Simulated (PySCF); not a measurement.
## Electronic structure of C2H12NPSi2 in real space

The calculation's input:

```
{"job": {"kind": "nmr", "xc": "PBE0", "basis": "pcSseg-1"}, "charge": 0, "multiplicity": 1}
C     -0.918692    -1.771140    -0.392086
C     -0.165490    -0.543064     0.112478
N     -0.334287     0.599318    -0.767214
Si    -1.622951     1.728291    -0.615243
Si     1.720266    -0.867416     0.334439
P      2.796147     1.011446     0.903392
H     -1.977403    -1.542631    -0.508516
H     -0.527154    -2.086684    -1.357557
H     -0.812179    -2.595929     0.307753
H     -0.595235    -0.253940     1.077251
H      0.006381     0.397577    -1.696010
H     -1.537639     2.229931     0.758019
H     -1.327087     2.742886    -1.622639
H     -2.975366     1.186459    -0.825386
H      2.267706    -1.315687    -0.953138
H      1.938449    -1.902769     1.350493
H      2.171818     1.140578     2.133057
H      1.883957     1.849092     0.289267
```

Launched as:

```sh
OMP_NUM_THREADS=1 python probes_run.py task.json out
```

Geometry: GFN2-xTB.

Theory: PBE0/pcSseg-1, SCF density, gas phase, non-relativistic (PySCF 2.14.0).

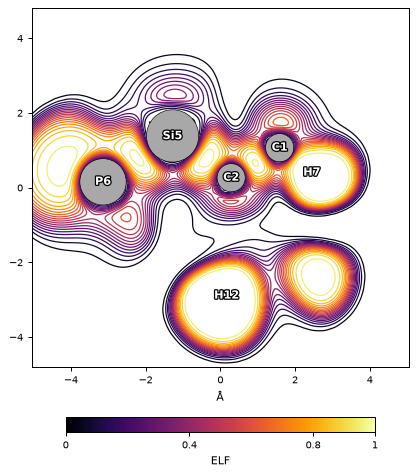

Figure 1. ELF on the plane of atoms C2, C1 and H7. Grey discs cover the atomic cores.

**Read the bonding off the picture.**

- Atoms in the plane: C, Si, P and H.
- C–C (1.53 Å): the ELF peaks at about 0.95 between the atoms: a shared electron pair.
- C–Si (1.93 Å): the ELF peaks at about 0.95 between the atoms, as expected for a covalent bond.
- Si–P (2.24 Å): the ELF peaks at about 0.95 between the atoms, as expected for a shared electron pair.
- C–H (1.09 Å): the ELF climbs to about 1 towards the hydrogen, as it does in any bond to H: a covalent bond by its length.
- The ELF also peaks beside P6, away from the bonds: lone-pair regions.

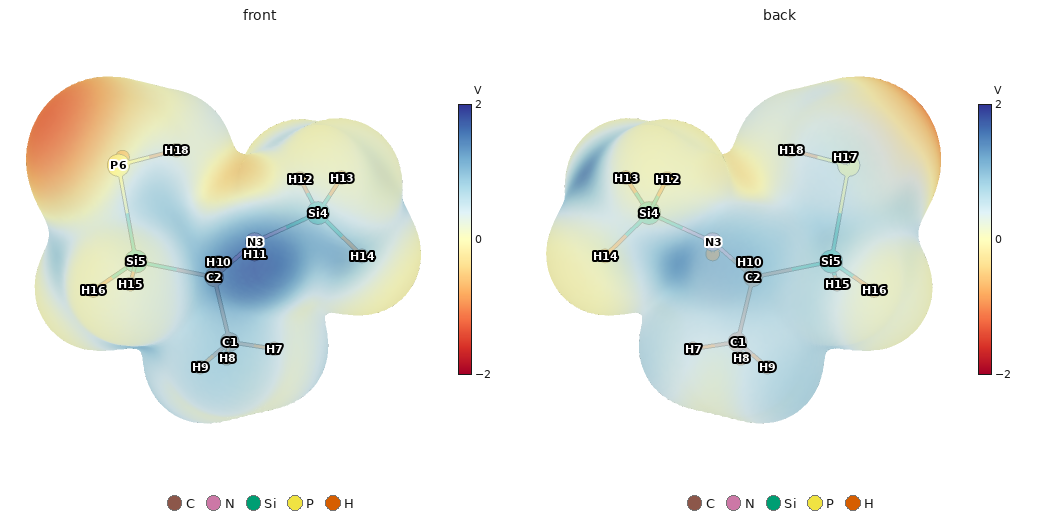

Figure 2. The molecular electrostatic potential painted on the density surface at 0.002 e/bohr³, seen from the front and from behind; the colour scale runs from red (negative) to blue (positive).

**Where is the surface potential most negative and most positive?**

The most negative region (about −1.2 V) lies over P6, the most positive (about +1.6 V) over H11.

**How polar is the molecule by this calculation?**

Its dipole moment is 1.95 D.
